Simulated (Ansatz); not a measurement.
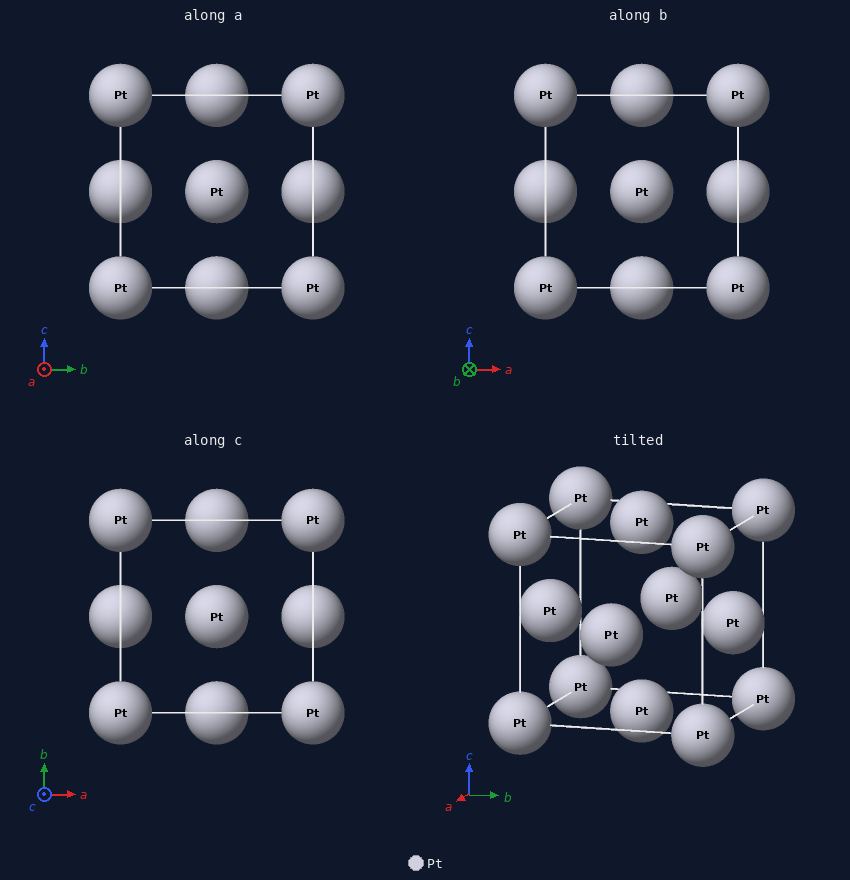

The image is a spheres-only drawing of a crystal, viewed along the a axis, along the b axis, along the c axis and slightly off an axis. The wireframe shows the conventional unit cell.

Lattice parameters: a = 3.920 Å, b = 3.920 Å, c = 3.920 Å, α = 90.00°, β = 90.00°, γ = 90.00°.

Reconstruct the structure as a table of Wyckoff sites.

Space group Fm-3m (No. 225).
| atom | site | x | y | z |
| --- | --- | --- | --- | --- |
| Pt | 4a | 0.0000 | 0.0000 | 0.0000 |

The starting point was the standard structure of this element. Earlier steps of the study may have refined or changed the cell and positions. It was run through Ansatz as a DFT input.

At this level of theory the cell isn't at rest (compressed, at 10 GPa), so its distances can differ from those at equilibrium, the more so the softer the solid.
